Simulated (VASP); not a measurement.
Band structure of TePb₂S (space group P4/mmm). Computed with r2SCAN meta-GGA, VASP's PBE PAW potentials (set 64) (plane waves; VASP).

Unless said otherwise, spin-orbit coupling is left out, though it shifts the bands of the heavy elements here.

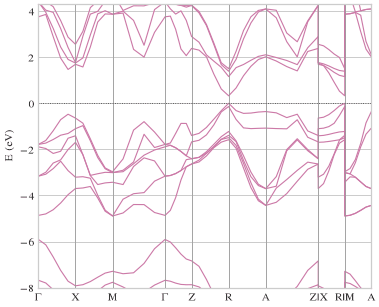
Figure: Bands along high-symmetry lines, zero at the valence-band maximum or, without a gap, the Fermi level

### Question
Read the plot: is there a gap, and where are the band edges?

### Answer
The gap is direct, 0.33 eV, from the valence maximum at R to the conduction minimum at R.

The structure comes from a computed database's TePb2S entry (P4/mmm); how it stands against other phases isn't given here. It was relaxed first.
